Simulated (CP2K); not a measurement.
# CH4BBrS (SMILES CB(S)Br): a first try and a second

Aim: energy and forces of CH4BBrS at GFN0-xTB.

The calculation is run with CP2K 2026.2.

2 further runs of the same task are left out: 1 that didn't finish, 1 set aside as unsound or not needed.

### Step 1. The system as given

CH4BBrS: 8 atoms, total charge 0, spin state singlet. As SMILES, `CB(S)Br`. Geometry: relaxed at GFN2-xTB. This is one conformer, not always the lowest.

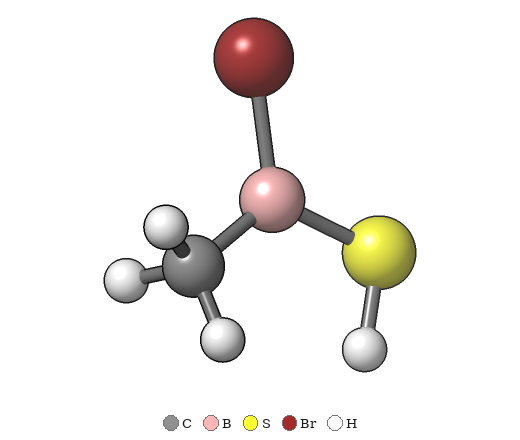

Viewed from a chosen angle; carbon grey, boron pink, sulfur yellow, bromine red, hydrogen white.

### Step 2. First attempt

Input file molecule.xyz:

```xyz
8

C     -0.142590     0.903670     0.006670
B     -0.027210    -0.598130    -0.463070
S      0.524820    -1.914290     0.611800
Br    -0.525300    -1.079580    -2.219420
H      0.464710     1.141170     0.878700
H      0.124770     1.601140    -0.787250
H     -1.177200     1.134980     0.270650
H      0.757990    -1.188950     1.701910
```

Input file mol.inp:

```
&GLOBAL
  PROJECT_NAME mol
  RUN_TYPE ENERGY_FORCE
  PRINT_LEVEL MEDIUM
&END GLOBAL
&FORCE_EVAL
  METHOD QS
  &DFT
    # Quickstep
    &QS
      METHOD B3LYP
      EPS_DEFAULT 1.0E-10
      &XTB
        GFN_TYPE 0
        CHECK_ATOMIC_CHARGES F
      &END XTB
    &END QS
    # cluster boundary conditions
    &POISSON
      PERIODIC NONE
      POISSON_SOLVER ANALYTIC
    &END POISSON
    &SCF
      SCF_GUESS ATOMIC
      EPS_SCF 1.0E-07
      MAX_SCF 150
      ADDED_MOS 8
      &DIAGONALIZATION
        ALGORITHM STANDARD
      &END DIAGONALIZATION
      &MIXING
        METHOD DIRECT_P_MIXING
        ALPHA 0.4
      &END MIXING
    &END SCF
    &PRINT
      &MOMENTS
        PERIODIC F
        REFERENCE COM
        MAX_MOMENT 1
      &END MOMENTS
      &MO ON
        ENERGIES T
        OCCUPATION_NUMBERS T
        NDIGITS 6
        &EACH
          QS_SCF 0
        &END EACH
        ADD_LAST NUMERIC
      &END MO
      &HIRSHFELD OFF
      &END HIRSHFELD
    &END PRINT
  &END DFT
  # structure
  &SUBSYS
    # box in angstrom
    &CELL
      ABC 13.9 15.5 15.9
      PERIODIC NONE
    &END CELL
    &TOPOLOGY
      COORD_FILE_NAME molecule.xyz
      COORD_FILE_FORMAT XYZ
      &CENTER_COORDINATES
      &END CENTER_COORDINATES
    &END TOPOLOGY
  &END SUBSYS
  &PRINT
    &FORCES ON
    &END FORCES
  &END PRINT
&END FORCE_EVAL
```

The run is started by

```sh
$ OMP_NUM_THREADS=1 cp2k.psmp -i mol.inp > mol.out 2>&1
```

Standard output:

```text
*******************************************************************************
 *   ___                                                                       *
 *  /   \                                                                      *
 * [ABORT]                                                                     *
 *  \___/                   invalid value for enumeration:B3LYP                *
 *    |                                                                        *
 *  O/|                                                                        *
 * /| |                                                                        *
 * / \                                     input/input_enumeration_types.F:215 *
 *******************************************************************************

 ===== Routine Calling Stack =====

            6 val_create_parsing
            5 section_vals_parse
            4 section_vals_parse
            3 section_vals_parse
            2 section_vals_parse
            1 read_input

Program received signal SIGABRT: Process abort signal.

Backtrace for this error:
#0  0x4d42cce9f957 in ???
#1  0x4d42ed754cac in __pthread_kill_implementation
#2  0x4d42ed6fbfb7 in raise
#3  0x4d42ed6e5d37 in abort
#4  0x4d42cd572d83 in ???
#5  0x4d42cd574297 in ???
#6  0x4d42cd574497 in ???
#7  0x4d42cd6d226f in ???
#8  0x4d42cd6e183b in ???
#9  0x4d42cd6e367b in ???
#10  0x4d42cd6e38f7 in ???
#11  0x4d42cd6e38f7 in ???
#12  0x4d42cd6e38f7 in ???
#13  0x4d42ccfb9807 in ???
#14  0x4d42cd824e8b in ???
#15  0x4d42cd829d0b in ???
#16  0x4d42ccf40db3 in ???
#17  0x4d42ccf3ef13 in ???
#18  0x4d42ed6e6573 in __libc_start_call_main
#19  0x4d42ed6e6657 in __libc_start_main_impl
#20  0x4d42ccf3f06f in ???
#21  0xffffffffffffffff in ???
```

Wall time 0.22 s (1 thread of Arm Neoverse V1, shared host).

### Step 3. What went wrong

The program refused the input.

The log says `\___/                   invalid value for enumeration:B3LYP`. The cause is that the keyword for the method is given a word that it doesn't take.

### Step 4. Try two

molecule.xyz is that of step 2.

Input file qs.inp:

```
&GLOBAL
  PROJECT_NAME qs
  RUN_TYPE ENERGY_FORCE
  PRINT_LEVEL MEDIUM
&END GLOBAL

&FORCE_EVAL
  METHOD QUICKSTEP
  &DFT
    # Quickstep
    &QS
      METHOD XTB
      EPS_DEFAULT 1.0E-10
      &XTB
        GFN_TYPE 0
        CHECK_ATOMIC_CHARGES F
      &END XTB
    &END QS
    # isolated system
    &POISSON
      PERIODIC NONE
      POISSON_SOLVER ANALYTIC
    &END POISSON
    # self-consistent field
    &SCF
      SCF_GUESS ATOMIC
      EPS_SCF 1.0E-07
      MAX_SCF 150
      ADDED_MOS 8
      &DIAGONALIZATION
        ALGORITHM STANDARD
      &END DIAGONALIZATION
      &MIXING
        METHOD DIRECT_P_MIXING
        ALPHA 0.4
      &END MIXING
    &END SCF
    # extra output
    &PRINT
      &MOMENTS
        PERIODIC F
        REFERENCE COM
        MAX_MOMENT 1
      &END MOMENTS
      &MO ON
        ENERGIES T
        OCCUPATION_NUMBERS T
        NDIGITS 6
        &EACH
          QS_SCF 0
        &END EACH
        ADD_LAST NUMERIC
      &END MO
      &HIRSHFELD OFF
      &END HIRSHFELD
    &END PRINT
  &END DFT
  &SUBSYS
    # vacuum box
    &CELL
      ABC 13.9 15.5 15.9
      PERIODIC NONE
    &END CELL
    &TOPOLOGY
      COORD_FILE_NAME molecule.xyz
      COORD_FILE_FORMAT XYZ
      &CENTER_COORDINATES
      &END CENTER_COORDINATES
    &END TOPOLOGY
  &END SUBSYS
  # extra output
  &PRINT
    &FORCES ON
    &END FORCES
  &END PRINT
&END FORCE_EVAL
```

The run is started by

```sh
$ OMP_NUM_THREADS=1 cp2k.psmp qs.inp > qs.out
```

Standard output:

```text
CP2K| version string:                                       CP2K version 2026.2
[...]
 GLOBAL| Method name                                                        CP2K
[...]
 GLOBAL| Run type                                                   ENERGY_FORCE
[...]
                             - Atoms:                                          8
[...]
                             - Spherical basis functions:                     34
[...]
 Number of electrons:                                                         24
[...]
 TB_DIPOLE| Moment [Debye]          0.40886798       1.34101895       1.85748520
 TB_DIPOLE| Derivative [a.u.]       0.00000000       0.00000000       0.00000000
[...]
 ENERGY| Total FORCE_EVAL ( QS ) energy [hartree]            -12.611309063342981
 FORCES| Atomic forces [hartree/bohr]
 FORCES|   Atom     x               y               z               |f|
 FORCES|      1 -2.56483636E-03  3.23659166E-03 -1.47643754E-04   4.13227659E-03
 FORCES|      2  4.50320494E-03  3.71308883E-05  1.47477559E-02   1.54200044E-02
 FORCES|      3  5.76253966E-04  4.68783119E-03  3.72288822E-03   6.01396097E-03
 FORCES|      4 -5.49610418E-03  6.75051179E-04 -1.66962138E-02   1.75905205E-02
 FORCES|      5  1.25279638E-03 -4.09090648E-03 -5.04456390E-04   4.30807276E-03
 FORCES|      6  1.51497664E-03 -1.89778777E-03 -8.87172485E-04   2.58530998E-03
 FORCES|      7  3.80574989E-04 -3.51727640E-03 -1.83299412E-04   3.54255124E-03
 FORCES|      8 -1.66866379E-04  8.69365739E-04 -5.18582001E-05   8.86752756E-04
 FORCES| Sum     3.82181266E-18  8.51098705E-17  1.27597043E-16
 FORCES| Total atomic force                                       1.53425232E-16
[...]
```

It took 0.26 s on 1 thread of Arm Neoverse V1, shared host.

### Step 5. Outcome

At GFN0-xTB:

| quantity | value |
| --- | --- |
| total energy | -12.61131 Eh |
| dipole moment (from atomic charges alone) | 2.33 D |
| HOMO energy | -11.25 eV |
| LUMO energy | -6.41 eV |
| HOMO–LUMO gap | 4.84 eV |
| dispersion energy | -5.32 kJ/mol |
| largest force on an atom | 0.905 eV/Å |

The dipole comes from point charges on the atoms alone, without atomic dipoles, so it is partial. The largest force is 0.90 eV/Å: the shape isn't a stationary point for this species at this level.
